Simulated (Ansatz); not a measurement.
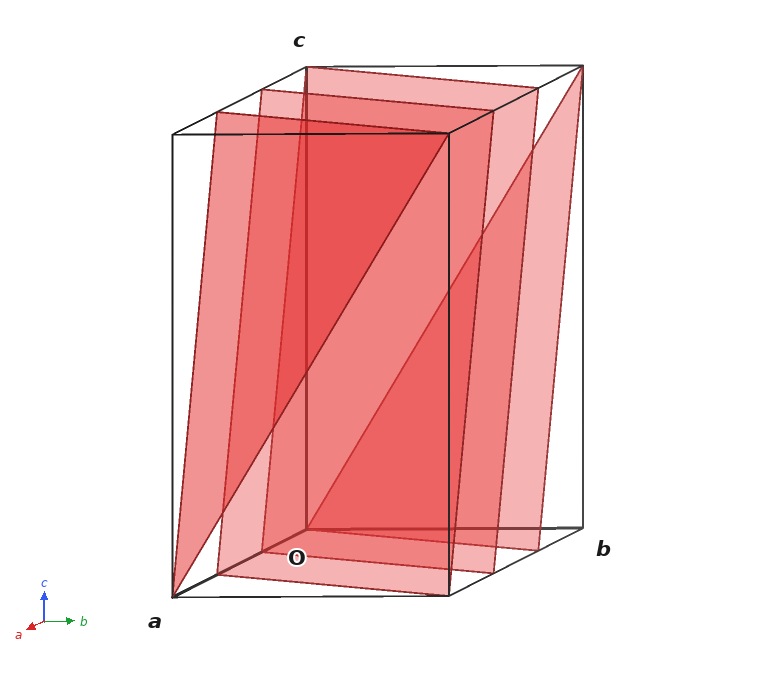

Crystal: CsGaCl2, the end point of a relaxation with DFT PBE, scalar-relativistic, plane waves, PAW in Ansatz; the starting structure was generated, so it need not be a known form of this composition. Every member of one family of equally spaced planes, hx + ky + lz = a whole number, that cuts the unit cell is shaded (one member passes through the origin O). All values are computed from the atomic coordinates in the standard setting (tolerance 0.002 Å).

a = 4.553 Å, b = 4.553 Å, c = 7.936 Å, α = 90.00°, β = 90.00°, γ = 120.00°.

Index the planes.

(3 −1 1), in four indices (3 −1 −2 1); the opposite sign names the same planes. The member next to the origin meets the axes a at 1/3, b at −1, c at 1.

What is the spacing?

d = 1.465 Å.
